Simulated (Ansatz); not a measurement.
The starting structures come from a database of crystals and need not be the phases stable at ambient conditions.

 Where the default PAW files enter, the runs use the earlier of Ansatz's two default sets.

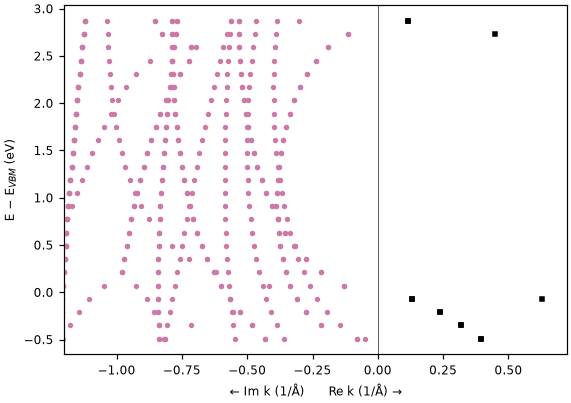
Figure: Complex bands at the centre of the two-dimensional zone; Ansatz (a quantum-chemistry and plane-wave program) with PBEsol

No gap correction and no spin-orbit coupling; mid-gap values are interpolated between computed energies.

Question: This is Sr2MgWO6 (Fm-3m, not sure to be the ambient phase, 10 atoms a cell, 12.9 Å³ an atom, -9 GPa at this level) along the normal of (001). Read off the slowest decay at the centre of the two-dimensional zone at 1.33 eV, the computed energy nearest the middle of the gap.

Answer: κ ≈ 0.38 1/Å, a decay length 1/(2κ) of the density of 1.3 Å.
